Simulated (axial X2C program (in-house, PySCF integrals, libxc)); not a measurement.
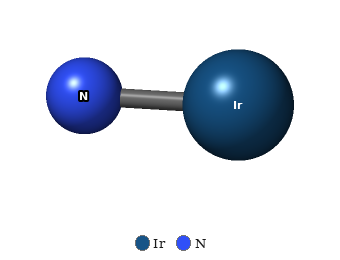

*The molecule at the reference distance of 1.636 Å.*

**Run report: IrN⁻, relativistic diatomic calculation**

- system: IrN⁻, single determinant with M_S = 1/2 and |Λ| = 1.
- method: PBE0, spin-free X2C-1e, Ir dyall-acv3z, N dyall-av3z (cores contracted) (axial X2C program (in-house, PySCF integrals, libxc))

Input:
```
{"zs": [77, 7], "q": -1, "bas": ["dyall-acv3z", "dyall-av3z"], "levels": ["PBE0", "HF", "PW91"], "cc": true, "r0": 1.75, "thr": -2.0, "nmax": 90, "npts": 10, "nst": 2, "ntry": 6}
```

The line is the task of a batch: nuclear charges, charge, bases, the levels to run, a first guess of the distance and further settings. This report covers PBE0 without spin-orbit coupling. The log is that of the reference distance 1.636 Å, started from orbitals converged before.

The run was one of a batch that the task file lists, launched with:
```bash
python <driver script> task.json out
```

Output:
```
spin-free X2C-1e  PBE0
basis functions 244  fitting functions 1216  grid points 5074
iter        total energy     max residual
   1     -17884.305483334     4.63e-06
   2     -17884.305483336     9.30e-06
converged
one-electron -24889.96795463  Coulomb 7191.07277761  exact exchange -88.49880492  xc functional -271.25533800  nuclear repulsion 174.34383661
```

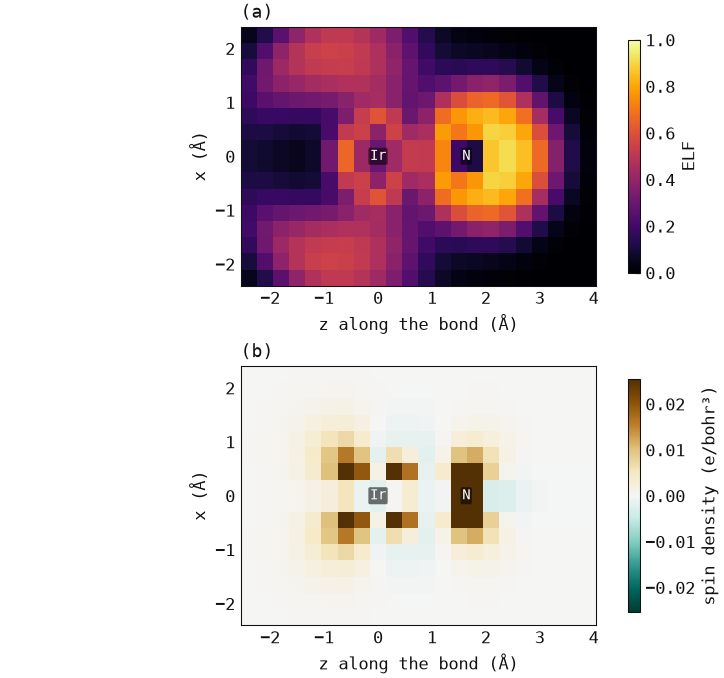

*(a) electron localisation function; (b) spin density, in a plane that holds the axis, at 1.64 Å, on points 0.3 Å apart (one half computed, the other mirrored); the structure near the nuclei is finer than these points.*

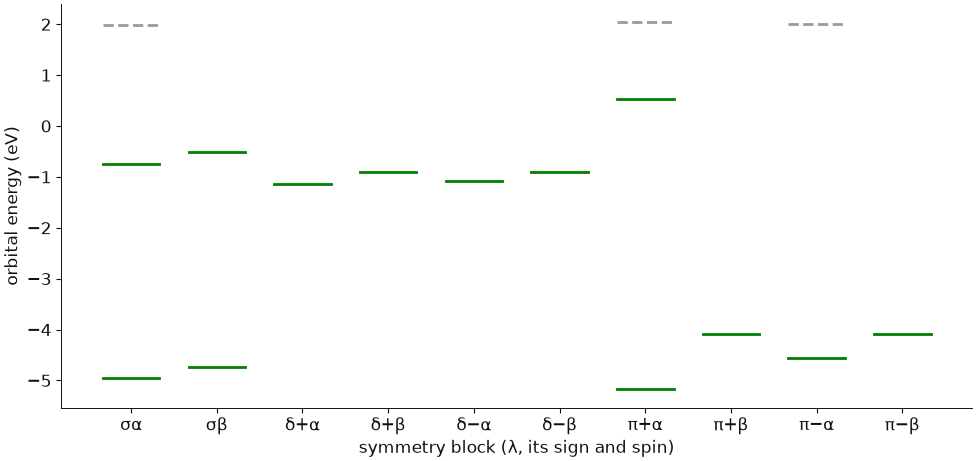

*Orbital energies near the frontier at 1.64 Å, filled (solid) and empty (dashed); a label such as π−α means λ = −1 and α spin.*

The highest filled orbital (π+α; 37 % Ir d, 34 % N p) lies at 0.54 eV, the lowest empty one (σα; 98 % Ir p) at 1.99 eV. A filled level above zero is held only by the finite basis .

Outcome:

- outcome: not converged in a step after the SCF shown
- largest ⟨S²⟩ along the curve: 0.76
- hardware: 1 thread of Intel Xeon (Emerald Rapids), 12 GiB of memory available, shared host
- wall time: 3.3 s

Diagnosis:

The SCF whose log is shown converged, but a later step did not. The run therefore gave no full result.
